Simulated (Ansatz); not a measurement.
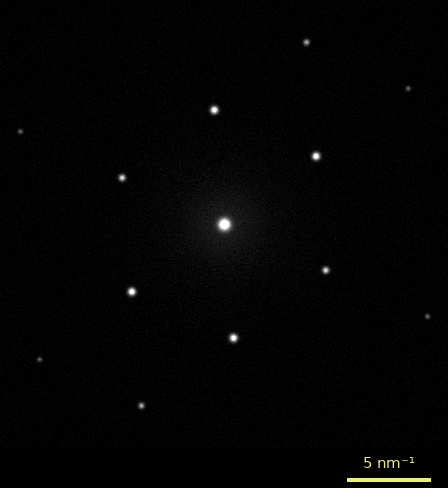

Computed electron diffraction pattern, 200 kV, single scattering only, B = 0.5 Å².

### What net do the spots form, and what spacings does it show?

The spots form a centred rectangular net (close to hexagonal) whose two shortest vectors correspond to d = 1.48 Å and 1.45 Å, 60.7° apart.

### Which crystal and zone produced it?

This cannot be fixed from one zone alone; the pattern is [101] of C, space group P6_3/mmc (No. 194), a = 1.71 Å, c = 6.87 Å (hexagonal axes). The net vectors are 0 1 0 and 1 0 -1. Structure: the geometry relaxed with Ansatz 0.2.0, DFT, r2SCAN, plane waves (500 eV) with PAW, scalar-relativistic; the starting structure was generated, so it need not be a known form of this composition.
